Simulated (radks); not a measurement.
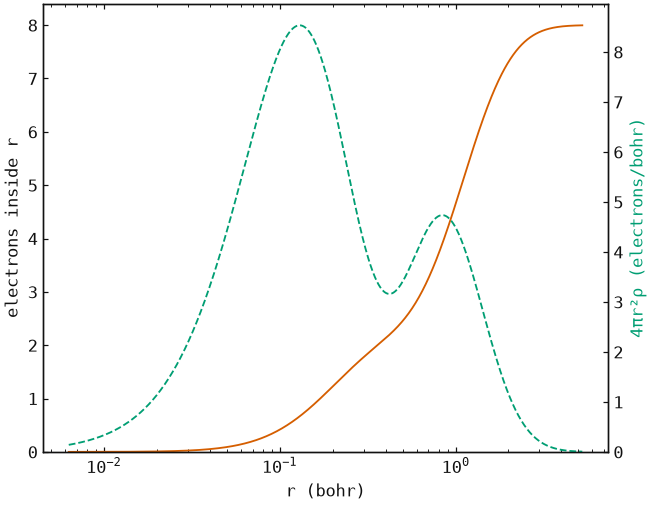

The neutral oxygen atom in the configuration [He] 2s2 2p4 (high spin). It sits in a hard spherical wall of radius 15 bohr. All numbers are computed, not measured: non-relativistic Kohn-Sham, PBE, spin-polarised, spherical densities, point nucleus (the in-house radial solver radks).

The plot shows the number of electrons inside radius r (solid) and the radial density 4πr²ρ (dashed).

Question: What does the plot show?

Answer: The count levels off at 8 electrons. Half of them lie within 0.861 bohr, 90 % within 1.91 bohr and 99 % within 3.29 bohr. The radial density has a minimum at 0.420 bohr, where the count stands at 2.2; this parts the shells that the density resolves.
